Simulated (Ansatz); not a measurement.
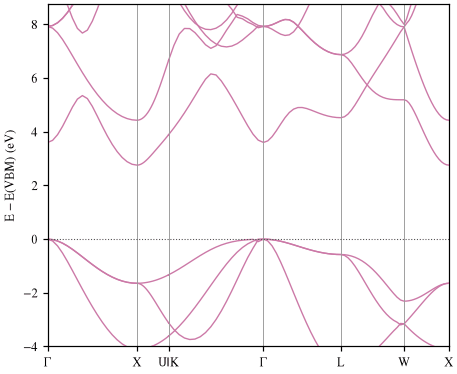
Figure. Band structure from the program Ansatz at the PBE level (PAW)

### Question
Read off the gap and where the band edges lie.

### Answer
About 2.8 eV (2.76 eV by a search for the band edges); maximum at Γ, minimum at X.

### Question
Which of these materials gives this?
A) BN, rock salt
B) MgS, rock salt
C) MgO, rock salt
D) RbBr, rock salt

### Answer
B, MgS, rock salt

Space group Fm-3m (rock salt). The cell was relaxed with PBE under the symmetry of its start; phonons on a q-mesh show no instability.

Potentials: the later of the program's two PAW sets.
